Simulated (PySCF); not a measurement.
C4H9NSSi (SMILES C=CN(C)C([SiH3])=S)

The calculation's input:

```
{"job": {"kind": "nmr", "xc": "PBE0", "basis": "pcSseg-1", "solvent": "chloroform", "pop": false}, "charge": 0, "multiplicity": 1}
C     -1.203033     1.693427     0.001368
C     -0.767638     0.626400    -0.641280
N     -0.354327    -0.553517     0.026218
C     -1.415654    -1.465308     0.388144
C      0.938849    -0.789425     0.269100
Si     2.252270     0.486277    -0.246277
S      1.455243    -2.155659     1.045271
H     -1.241192     1.726011     1.077432
H     -1.536819     2.569367    -0.525219
H     -0.732694     0.582676    -1.724950
H     -0.966696    -2.365806     0.806015
H     -2.003253    -1.722915    -0.495474
H     -2.073240    -1.008339     1.130445
H      2.033914     0.825069    -1.655389
H      3.555509    -0.124202    -0.039284
H      2.058762     1.675944     0.583880
```

Launched as:

```sh
OMP_NUM_THREADS=1 python ens_run.py task.json out
```

Geometry: GFN2-xTB; a saddle point, not a minimum.

Computed with PBE0/pcSseg-1, SCF density, in a chloroform solvent model, non-relativistic (PySCF 2.14.0).

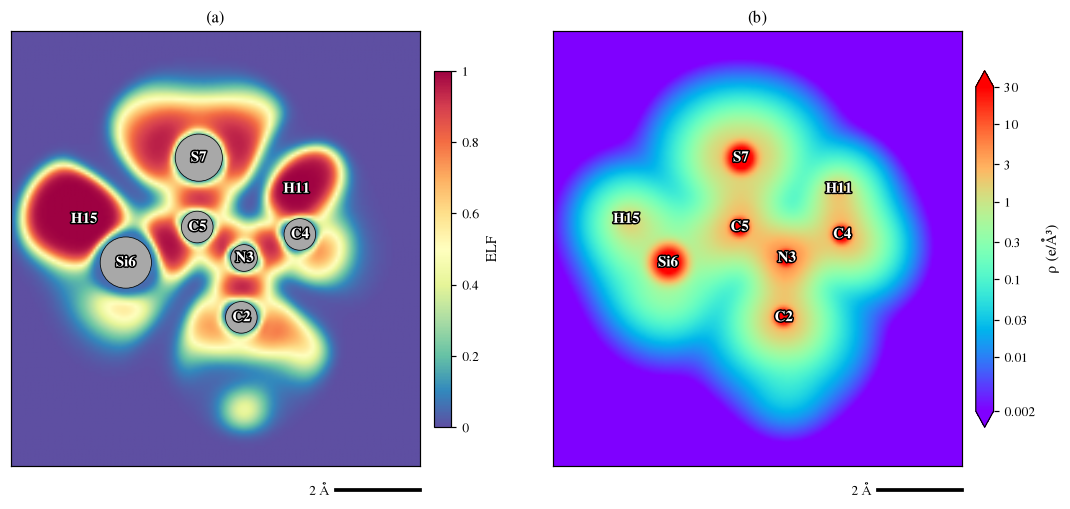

Figure 1. (a) ELF; (b) total electron density on the plane of atoms C4, N3 and C5. Grey discs cover the atomic cores in the ELF map.

Describe what can be read from this map.

Answer.
- Atoms in the plane: C, N, Si, S and H.
- C–N (1.34 Å): ρ is about 2.4 e/Å³ halfway; the ELF peaks at about 0.90 between the atoms (localised, covalent bonding).
- C–S (1.65 Å): ρ at the midpoint is about 1.5 e/Å³; the ELF peaks at about 0.90 between the atoms: a covalent bond.
- C–Si (1.90 Å): the density is about 0.92 e/Å³ at the midpoint; the ELF peaks at about 1 between the atoms; a covalent bond.
- C–H (1.09 Å): ρ at the midpoint is about 2.1 e/Å³; the ELF climbs to about 1 towards the hydrogen, as it does in any bond to H; an ordinary covalent bond to hydrogen.
- C–N (1.42 Å): ρ is about 2.1 e/Å³ halfway; the ELF peaks at about 0.95 between the atoms: a shared electron pair.
- The ELF also peaks beside S7, away from the bonds: lone-pair regions.

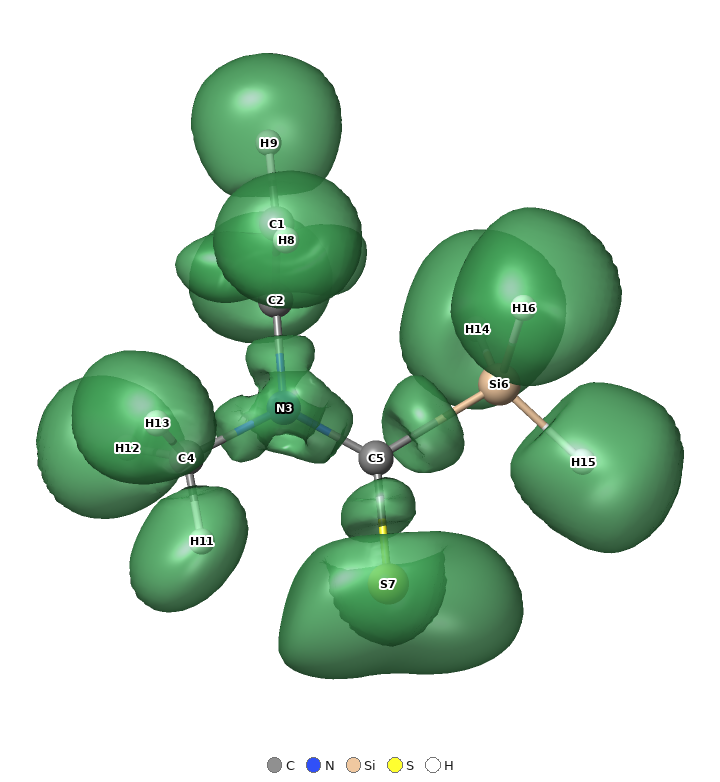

Figure 2. Isosurface of the ELF at 0.75 (green), seen at a tilt. Core shells and regions of very low density are left out.

Describe the localisation domains.

Answer. The surface consists of one region between bonded C–C atoms (shared pairs), one region between bonded C–S atoms (shared pairs), one region between bonded C–Si atoms (shared pairs), nine regions around hydrogen nuclei, one region on N in which the atom's valence shell and bonds are merged and one ring or bowl of non-bonding electrons around S. Along the contacts the grid gives the following. C–C (1.32 Å): the ELF peaks at about 0.95 between the atoms; a multiple bond.

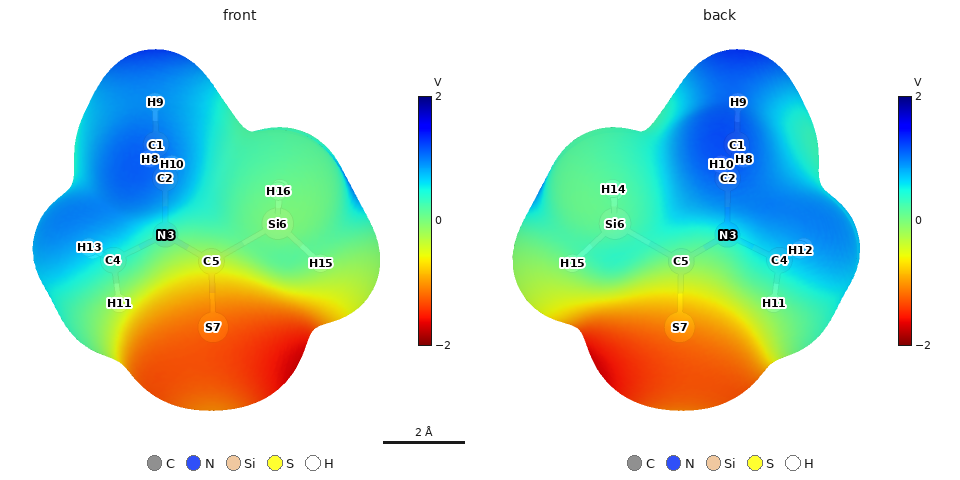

Figure 3. The molecular electrostatic potential painted on the density surface at 0.001 e/bohr³, seen from the front and from behind; the colour scale runs from red (negative) to blue (positive).

Which sites attract a positive test charge, and which a negative one?

Answer. A positive charge is drawn to the negative regions and a negative charge to the positive ones. The most negative region (about −1.7 V, or −39 kcal/mol for a unit charge) lies over S7, the most positive (about +1.3 V, or +30 kcal/mol for a unit charge) over H9 and H10.
